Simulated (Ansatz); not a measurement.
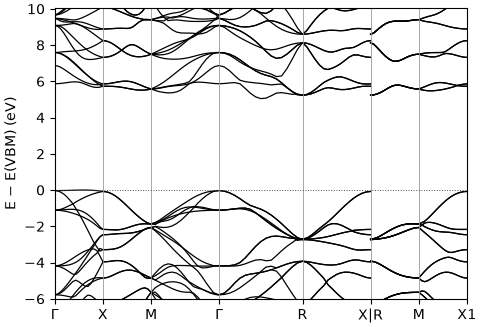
Figure. Band structure from plane-wave PAW PBE (Ansatz code)

Q: Read off the gap and where the band edges lie.

A: About 5.0 eV (5.04 eV by a search for the band edges); maximum on the Γ–X line, 60 % of the way from Γ, minimum on the Γ–R line, 52 % of the way from Γ.

The material is SiN$_{2}$ in space group Pa-3 (No. 205; Si on 4a, N on 8c).

The start of the workflow was typed in or built on a structure type; neither database checked (COD, Materials Project) lists it. Whether it is the stable phase at ambient conditions was not checked. The cell was relaxed with PBE under the symmetry of its start; whether a distortion lowers the energy is not shown.

Potentials: the earlier of the program's two PAW sets.
